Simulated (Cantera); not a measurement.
A closed system holds: 1 mol C₂H₅OH, a varied amount of O₂, 2.6 mol H₂, held at 2800 K and 10.0 mbar.

Method: chemical equilibrium by Gibbs-energy minimisation in Cantera with the NASA 1993 tables (ideal gas, pure condensed phases). Candidate condensed phases: C, C₆H₆, C₇H₈, C₈H₁₈, H₂O; 110 gas species. The numbers say what is thermodynamically allowed, not how fast it happens.

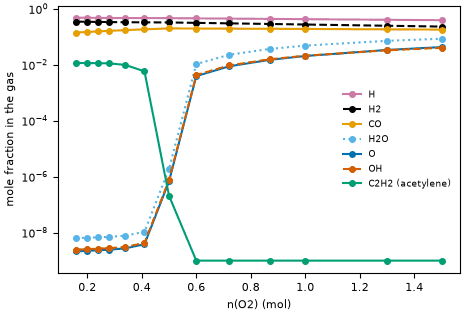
Figure. Equilibrium gas composition (values under 1e-9 drawn at 1e-9)

From 0.16 mol O₂ to 0.28 mol O₂ the condensed part is C(graphite). From 0.34 mol O₂ to 1.5 mol O₂ nothing is condensed. The main C-bearing gas is CO throughout.
